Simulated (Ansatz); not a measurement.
**BSiH₂+ (singlet): the correlation ladder, cc-pVTZ**

How much of the correlation energy of BSiH₂+ (singlet) does each wave-function method recover here?

Method: cc-pVTZ, core rule «outside noble gas», up to 6 orbitals frozen; program: Ansatz 0.2.0, Gaussian basis.

The runs, in order: UHF; CCSD(T) on RHF; CCSD(T) on UHF; BCCD(T) on RHF; CCSDT(Q) on RHF; CCSDT(Q) on UHF.

5 further runs of the same task are left out: 2 for a known fault of the program, 3 set aside as unsound or not needed.

### 1 The system

The geometry is a PBE0/def2-TZVP stationary point (not a proven minimum) of the parent state, kept for this charge and spin.

4 atoms, charge 1, spin multiplicity 1.

Atoms are counted from 1 here; the program's logs count them from 0.

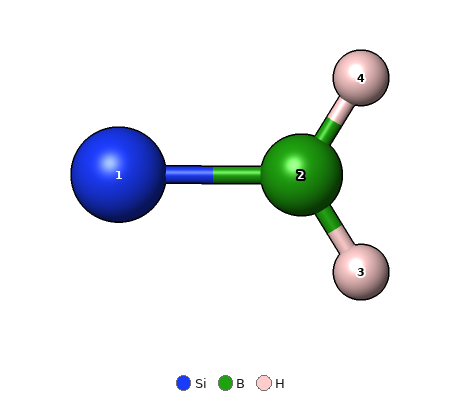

The geometry (silicon blue, boron green, hydrogen pink); atoms are numbered from 1 in the order of the file.

Geometry (Å):

```tsv
atom	x (Å)	y (Å)	z (Å)
Si1	0.0000	0.0000	0.6345
B2	0.0000	0.0000	-1.2907
H3	0.0000	-1.0258	-1.9185
H4	0.0000	1.0258	-1.9185
```

### 2 UHF

in.yaml reads:

```yaml
crystal:
  periodic: [false, false, false]
  atoms:
    - {symbol: Si, position_ang: [0.000000, 0.000000, 0.634524]}
    - {symbol: B, position_ang: [0.000000, 0.000000, -1.290679]}
    - {symbol: H, position_ang: [0.000000, -1.025810, -1.918468]}
    - {symbol: H, position_ang: [0.000000, 1.025810, -1.918468]}
basis:
  gaussian: {orbitals: cc-pVTZ}
total_charge: 1
magnetization: {spin_polarized: true, initial_magnetization: 0}
hamiltonian: {xc: hf}
output: {orbitals: {seedname: orbitals}}
```

The run is started by

```bash
$ ansatz run in.yaml --threads 1 --pin off --events-out ev --progress --plain --max-ram 2816MiB --backend cpu
```

After this run come: CCSD(T) on RHF; CCSD(T) on UHF; BCCD(T) on RHF; CCSDT(Q) on RHF; CCSDT(Q) on UHF.

**Question.** What will the summary of the whole plan be? Wanted: RCCSDT(Q) below the RHF energy; RMP2 from RCCSDT(Q); UMP2 from RCCSDT(Q); RCCSD from RCCSDT(Q); RCCSD(T) from RCCSDT(Q); UCCSD(T) from RCCSDT(Q); UCCSDT(Q) from RCCSDT(Q); T1 diagnostic.

The runs gave:

| quantity | value |
| --- | --- |
| RCCSDT(Q) below the RHF energy | -5.5190 eV |
| RMP2 from RCCSDT(Q) | +1186.4 meV |
| UMP2 from RCCSDT(Q) | +1356.1 meV |
| RCCSD from RCCSDT(Q) | +188.6 meV |
| RCCSD(T) from RCCSDT(Q) | +34.4 meV |
| UCCSD(T) from RCCSDT(Q) | +49.7 meV |
| UCCSDT(Q) from RCCSDT(Q) | +2.3 meV |
| levels within 1 kcal/mol (43 meV) | RCCSD(T), BCCD(T), RCCSDT, UCCSDT, UCCSDT(Q) |
| T1 diagnostic | 0.014 |

RCCSD(T) misses by +34.4 meV, 0.6 % of the correlation energy. These misses are within one basis, not against nature.
